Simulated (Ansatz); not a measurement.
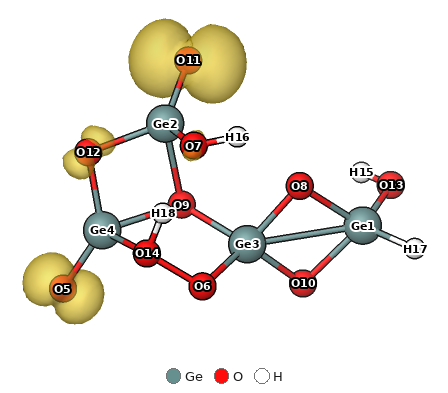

Figure. Ge4H4O10 (charge +1, doublet). Isosurfaces of the spin density (α minus β) at +0.02 (yellow) and −0.02 e/Å³ (cyan), seen at a tilt.

Geometry: PBE-D4/def2-SVP.

These are results of UKS PBE0-D4/def2-SVP (Ansatz), not measurements.

```tsv
atom	x (Å)	y (Å)	z (Å)
Ge	-1.6593	2.4385	0.7892
Ge	0.9292	-1.7586	0.9996
Ge	-0.4230	0.6417	-0.6647
Ge	0.5969	-2.2356	-1.6853
O	0.0343	-2.7791	-3.1640
O	0.8528	0.6648	-2.0054
O	2.0573	-0.3798	0.7029
O	-0.1099	1.3654	0.9444
O	-0.4133	-1.2005	-0.4086
O	-1.8972	1.5853	-0.8799
O	0.3001	-2.1725	2.5344
O	1.4625	-2.9265	-0.2791
O	-2.9079	2.0735	1.9533
O	1.7357	-0.4881	-1.8730
H	-3.2278	1.1504	1.9890
H	1.8776	0.4123	1.2646
H	-1.3920	3.9423	0.7373
H	2.1840	-0.3336	-0.9546
```

### Describe the spin distribution.

The unpaired spin (1 electron) lies mostly on O11 (about 0.8) and O5 (about 0.2), in electrons by Hirshfeld's partition.
